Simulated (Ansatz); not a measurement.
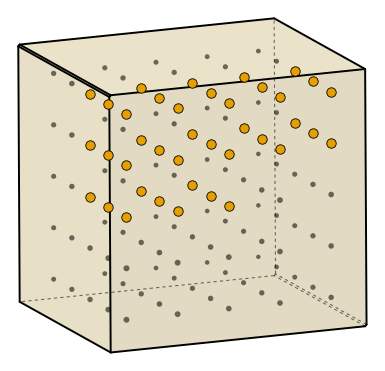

The Γ-centred 5×5×5 k-point mesh of a calculation on MgW (DFT, PAW plane waves, pbesol (Ansatz)), folded into the first Brillouin zone of the 4-atom cell that was run; each point of the zone's surface is drawn once. One point of each star is marked in colour. Space group P2/c.

```
CELL_PARAMETERS angstrom
4.63814 0.00000 0.00000
0.00000 5.60937 0.00000
0.02809 0.00000 4.87591
ATOMIC_POSITIONS crystal
W 0.00000 0.18200 0.25000
W 0.00000 0.81800 0.75000
Mg 0.50000 0.68000 0.25000
Mg 0.50000 0.32000 0.75000
```

To how many irreducible points do the crystal's point group and time reversal reduce the mesh (magnetic order left aside)?

39 of 125.

How fine is the mesh?

Spacing |bᵢ|/nᵢ = 0.271, 0.224, 0.258 1/Å (2π included).
